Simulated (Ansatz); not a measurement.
## Geometry relaxation, with input and output: Al₂H₄O₅ (part 2 of 2)

The same run, continued: Al₂H₄O₅; RKS PBE0-D4/def2-TZVP (Ansatz 0.2.0). 

Geometry of the input (Å):
```
H  -0.0593  1.5747  1.8551
O  -0.4141  1.6429  0.9624
Al 0.5491  1.3588  -0.6224
O  1.1643  2.8168  -1.1878
O  1.2679  -0.1420  -0.5138
Al 0.6777  -1.7208  -0.2683
O  1.3556  -2.7604  0.8911
O  -0.1932  -2.4054  -1.5541
H  1.9306  2.8927  -1.7521
H  1.9965  -2.4727  1.5370
H  -0.4349  -3.3296  -1.5486
```

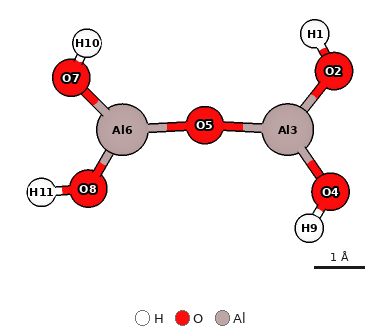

Figure 1. The geometry at step 12 of the log (ball-and-stick view, seen on its broad side; atoms are numbered from 1 in the order of the input).

### Trajectory as extended XYZ, continued
```
11
Properties=species:S:1:pos:R:3:forces:R:3 step=5 energy=-23491.86553
H    -0.4507    1.5327    1.8588   -0.0481   0.0805  -0.1447
O    -0.2887    2.0602    1.0762    0.0732  -0.1050   0.1626
Al    0.7008    1.5167   -0.1824    0.0163   0.1018  -0.0850
O     1.2602    2.7146   -1.2316    0.0168  -0.0173  -0.0135
O     1.1064   -0.1019   -0.3784   -0.0674  -0.0044   0.0835
Al    0.8152   -1.7509   -0.3899    0.0266  -0.0493   0.0135
O     1.4507   -2.8004    0.7765    0.0103   0.0131  -0.0215
O    -0.1757   -2.3966   -1.5943   -0.0201  -0.0119  -0.0055
H     1.7906    2.5104   -1.9999   -0.0286  -0.0056   0.0209
H     2.0318   -2.5041    1.4743    0.0047  -0.0087   0.0009
H    -0.4002   -3.3257   -1.6107    0.0164   0.0068  -0.0113
11
Properties=species:S:1:pos:R:3:forces:R:3 step=6 energy=-23491.88132
H    -0.5539    1.5485    1.8051    0.0709   0.1669  -0.1456
O    -0.2142    2.1648    1.1524    0.0106  -0.0733  -0.0382
Al    0.6824    1.5687   -0.1605   -0.0626  -0.2256   0.2893
O     1.3091    2.6781   -1.2646   -0.0325  -0.0063  -0.0019
O     0.9568   -0.0914   -0.2461    0.0115  -0.0083  -0.0556
Al    0.7915   -1.7572   -0.3506   -0.0695   0.1744  -0.0592
O     1.5231   -2.8327    0.7306    0.0130   0.0100  -0.0226
O    -0.1938   -2.3687   -1.5816    0.0467  -0.0864   0.0379
H     1.7843    2.3967   -2.0440    0.0055   0.0140  -0.0005
H     2.0890   -2.5423    1.4434    0.0033  -0.0084  -0.0021
H    -0.3341   -3.3094   -1.6855    0.0030   0.0430  -0.0013
11
Properties=species:S:1:pos:R:3:forces:R:3 step=7 energy=-23491.89916
H    -0.5736    1.7413    1.8545   -0.0160   0.0256   0.0069
O    -0.1980    2.2655    1.1498   -0.0140  -0.0286   0.0479
Al    0.6625    1.5467   -0.1126    0.0032   0.0867  -0.0266
O     1.3022    2.6244   -1.2424    0.0080  -0.0242   0.0001
O     0.8802   -0.1137   -0.2022   -0.0081   0.0053   0.0139
Al    0.7716   -1.7730   -0.3660   -0.0122  -0.0831  -0.0298
O     1.5649   -2.8487    0.6717   -0.0022   0.0135  -0.0023
O    -0.1773   -2.4102   -1.6102    0.0072   0.0026   0.0086
H     1.7813    2.3293   -2.0134    0.0129  -0.0050  -0.0250
H     2.1064   -2.5535    1.4012    0.0101  -0.0096  -0.0004
H    -0.2798   -3.3529   -1.7319    0.0112   0.0167   0.0068
11
Properties=species:S:1:pos:R:3:forces:R:3 step=8 energy=-23491.87337 accepted=F
H    -0.6656    1.8906    1.8514    0.5655   0.5562  -0.6690
O    -0.1565    2.3991    1.1911   -0.4574  -0.7072   0.4711
Al    0.6339    1.5638   -0.0626   -0.0043  -0.0186   0.0618
O     1.3252    2.5491   -1.2579    0.0109  -0.2394  -0.0100
O     0.7485   -0.1221   -0.0578    0.0268  -0.1277  -0.1492
Al    0.7643   -1.7836   -0.3598    0.0199   0.2510   0.3004
O     1.6410   -2.8841    0.5964   -0.0778   0.1977  -0.1169
O    -0.1788   -2.4004   -1.6169   -0.0031  -0.5259  -0.1621
H     1.7759    2.1912   -2.0249   -0.1006   0.0648   0.1809
H     2.1625   -2.6004    1.3462   -0.0113  -0.0154  -0.0354
H    -0.2100   -3.3479   -1.8066    0.0314   0.5644   0.1285
11
Properties=species:S:1:pos:R:3:forces:R:3 step=9 energy=-23491.90246
H    -0.6014    1.8071    1.8677   -0.0050   0.0010   0.0057
O    -0.1930    2.3049    1.1627    0.0030   0.0077  -0.0030
Al    0.6467    1.5522   -0.0941    0.0037   0.0022  -0.0093
O     1.3180    2.5885   -1.2445   -0.0027  -0.0016   0.0095
O     0.8243   -0.1158   -0.1624   -0.0057  -0.0013   0.0070
Al    0.7615   -1.7749   -0.3634    0.0024   0.0031   0.0030
O     1.5906   -2.8512    0.6446    0.0010  -0.0005  -0.0030
O    -0.1740   -2.4085   -1.6185   -0.0052   0.0007  -0.0001
H     1.7856    2.2683   -2.0127    0.0011  -0.0082  -0.0031
H     2.1349   -2.5645    1.3753    0.0010  -0.0013  -0.0039
H    -0.2530   -3.3510   -1.7560    0.0066  -0.0018  -0.0028
11
Properties=species:S:1:pos:R:3:forces:R:3 step=10 energy=-23491.90257
H    -0.6221    1.9006    1.8887    0.0992   0.0849  -0.1600
O    -0.1834    2.3600    1.1710   -0.0813  -0.1105   0.1340
Al    0.6272    1.5516   -0.0710    0.0003   0.0129  -0.0207
O     1.3318    2.5480   -1.2383    0.0095  -0.0240  -0.0065
O     0.7524   -0.1225   -0.1230   -0.0117  -0.0169   0.0271
Al    0.7414   -1.7794   -0.3586    0.0502  -0.0168  -0.0119
O     1.6227   -2.8544    0.6093   -0.0435   0.0402  -0.0261
O    -0.1693   -2.4177   -1.6309   -0.0142  -0.0659   0.0107
H     1.7896    2.2014   -2.0019   -0.0230   0.0037   0.0343
H     2.1636   -2.5716    1.3438    0.0000   0.0047   0.0010
H    -0.2136   -3.3607   -1.7903    0.0145   0.0876   0.0181
11
Properties=species:S:1:pos:R:3:forces:R:3 step=11 energy=-23491.90338
H    -0.6181    1.8643    1.8776    0.0235   0.0203  -0.0366
O    -0.1886    2.3406    1.1692   -0.0129  -0.0310   0.0152
Al    0.6329    1.5536   -0.0794    0.0056  -0.0143  -0.0022
O     1.3297    2.5616   -1.2405   -0.0009  -0.0084   0.0011
O     0.7775   -0.1190   -0.1348   -0.0021  -0.0071   0.0096
Al    0.7528   -1.7767   -0.3626    0.0015   0.0147   0.0177
O     1.6123   -2.8534    0.6209   -0.0115   0.0198  -0.0184
O    -0.1747   -2.4120   -1.6234   -0.0020  -0.0270  -0.0015
H     1.7892    2.2202   -2.0050   -0.0088  -0.0002   0.0130
H     2.1559   -2.5694    1.3530    0.0003   0.0015  -0.0015
H    -0.2286   -3.3545   -1.7764    0.0072   0.0316   0.0035
11
Properties=species:S:1:pos:R:3:forces:R:3 step=12 energy=-23491.90362
H    -0.6216    1.8711    1.8754    0.0032   0.0012  -0.0025
O    -0.1907    2.3443    1.1668    0.0021  -0.0062  -0.0010
Al    0.6336    1.5520   -0.0757   -0.0079   0.0046  -0.0111
O     1.3306    2.5556   -1.2402    0.0021  -0.0024   0.0048
O     0.7740   -0.1202   -0.1259   -0.0016  -0.0058   0.0117
Al    0.7494   -1.7762   -0.3597    0.0117   0.0078   0.0041
O     1.6161   -2.8529    0.6159   -0.0024   0.0037  -0.0007
O    -0.1767   -2.4090   -1.6222   -0.0081  -0.0028  -0.0017
H     1.7896    2.2103   -2.0029   -0.0007  -0.0021   0.0008
H     2.1613   -2.5692    1.3471   -0.0008  -0.0008  -0.0021
H    -0.2251   -3.3506   -1.7799    0.0025   0.0029  -0.0024
11
Properties=species:S:1:pos:R:3:forces:R:3 step=13 energy=-23491.90384
H    -0.6231    1.8802    1.8754   -0.0001   0.0015  -0.0008
O    -0.1968    2.3510    1.1624   -0.0004   0.0004  -0.0001
Al    0.6291    1.5513   -0.0741    0.0000  -0.0005  -0.0002
O     1.3303    2.5460   -1.2435   -0.0006  -0.0012  -0.0004
O     0.7710   -0.1212   -0.1081    0.0006   0.0011   0.0034
Al    0.7510   -1.7751   -0.3548   -0.0027  -0.0003  -0.0026
O     1.6224   -2.8565    0.6110    0.0015  -0.0014   0.0016
O    -0.1784   -2.3996   -1.6195    0.0011   0.0009   0.0001
H     1.7885    2.1950   -2.0041   -0.0003  -0.0009   0.0005
H     2.1672   -2.5766    1.3439    0.0000  -0.0009  -0.0022
H    -0.2207   -3.3392   -1.7900    0.0009   0.0013   0.0007
11
Properties=species:S:1:pos:R:3:forces:R:3 step=14 energy=-23491.90392
H    -0.6312    1.9091    1.8774    0.0020   0.0030  -0.0047
O    -0.2022    2.3690    1.1589    0.0019  -0.0042   0.0036
Al    0.6232    1.5500   -0.0653   -0.0070   0.0009  -0.0062
O     1.3314    2.5265   -1.2461    0.0021  -0.0041  -0.0019
O     0.7555   -0.1237   -0.0804    0.0084  -0.0011   0.0013
Al    0.7505   -1.7744   -0.3496   -0.0086   0.0015   0.0045
O     1.6349   -2.8614    0.5979    0.0012   0.0012  -0.0003
O    -0.1786   -2.3896   -1.6191    0.0041  -0.0119  -0.0056
H     1.7866    2.1637   -2.0031   -0.0034   0.0022   0.0070
H     2.1794   -2.5871    1.3332    0.0001  -0.0005  -0.0017
H    -0.2094   -3.3269   -1.8051   -0.0008   0.0130   0.0042
11
Properties=species:S:1:pos:R:3:forces:R:3 step=15 energy=-23491.90395
H    -0.6294    1.9043    1.8763   -0.0049  -0.0015   0.0051
O    -0.2049    2.3660    1.1566    0.0016   0.0024  -0.0050
Al    0.6222    1.5498   -0.0682    0.0078  -0.0028   0.0031
O     1.3284    2.5282   -1.2482   -0.0040   0.0021  -0.0018
O     0.7647   -0.1232   -0.0799   -0.0017   0.0013   0.0023
Al    0.7518   -1.7741   -0.3468   -0.0011   0.0023  -0.0064
O     1.6326   -2.8639    0.6005    0.0004  -0.0019   0.0033
O    -0.1777   -2.3853   -1.6179    0.0022   0.0019  -0.0002
H     1.7856    2.1666   -2.0044    0.0008  -0.0007  -0.0007
H     2.1786   -2.5913    1.3352    0.0004  -0.0005  -0.0008
H    -0.2117   -3.3221   -1.8045   -0.0018  -0.0025   0.0010
11
Properties=species:S:1:pos:R:3:forces:R:3 step=16 energy=-23491.90397
H    -0.6298    1.9021    1.8756   -0.0025  -0.0005   0.0022
O    -0.2053    2.3643    1.1560    0.0022   0.0010  -0.0019
Al    0.6243    1.5499   -0.0683   -0.0002  -0.0031   0.0015
O     1.3267    2.5301   -1.2491   -0.0019   0.0021  -0.0002
O     0.7692   -0.1229   -0.0808    0.0002   0.0018   0.0016
Al    0.7535   -1.7739   -0.3473   -0.0023   0.0002  -0.0025
O     1.6309   -2.8649    0.6020    0.0005  -0.0014   0.0011
O    -0.1768   -2.3845   -1.6180    0.0028   0.0041   0.0002
H     1.7843    2.1694   -2.0054    0.0019  -0.0009  -0.0020
H     2.1772   -2.5929    1.3367    0.0005  -0.0001  -0.0005
H    -0.2138   -3.3215   -1.8029   -0.0012  -0.0034   0.0005
11
Properties=species:S:1:pos:R:3:forces:R:3 step=17 energy=-23491.90398
H    -0.6324    1.9101    1.8759    0.0009   0.0009  -0.0024
O    -0.2071    2.3686    1.1544    0.0014  -0.0020   0.0016
Al    0.6235    1.5492   -0.0660   -0.0047   0.0004   0.0006
O     1.3244    2.5252   -1.2512   -0.0002  -0.0006   0.0001
O     0.7691   -0.1235   -0.0719    0.0016   0.0002   0.0000
Al    0.7547   -1.7735   -0.3453    0.0000  -0.0009   0.0017
O     1.6329   -2.8679    0.5994   -0.0008   0.0007  -0.0010
O    -0.1749   -2.3797   -1.6186    0.0015   0.0012  -0.0008
H     1.7822    2.1616   -2.0062    0.0011   0.0002  -0.0004
H     2.1798   -2.5988    1.3347    0.0001   0.0003  -0.0001
H    -0.2118   -3.3162   -1.8065   -0.0009  -0.0003   0.0006
11
Properties=species:S:1:pos:R:3:forces:R:3 step=18 energy=-23491.90399
H    -0.6320    1.9076    1.8756    0.0007   0.0003  -0.0015
O    -0.2078    2.3667    1.1539    0.0008  -0.0013   0.0008
Al    0.6240    1.5492   -0.0669   -0.0012   0.0007  -0.0006
O     1.3219    2.5266   -1.2528   -0.0004   0.0003   0.0000
O     0.7747   -0.1232   -0.0726   -0.0003  -0.0004   0.0008
Al    0.7567   -1.7732   -0.3451    0.0000  -0.0005   0.0025
O     1.6308   -2.8694    0.6013   -0.0003   0.0009  -0.0014
O    -0.1733   -2.3777   -1.6189    0.0005   0.0008  -0.0007
H     1.7810    2.1640   -2.0074    0.0005  -0.0001   0.0002
H     2.1782   -2.6011    1.3366    0.0001   0.0003   0.0003
H    -0.2140   -3.3143   -1.8051   -0.0003  -0.0008  -0.0003
```

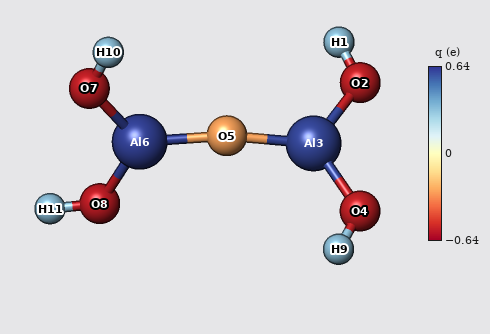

Figure 2. Mulliken charges, as the colour of each atom (ball-and-stick view, seen at a tilt; atoms are numbered from 1 in the order of the input). By element: H +0.32, O −0.56 to −0.27 and Al +0.60 to +0.61 e.
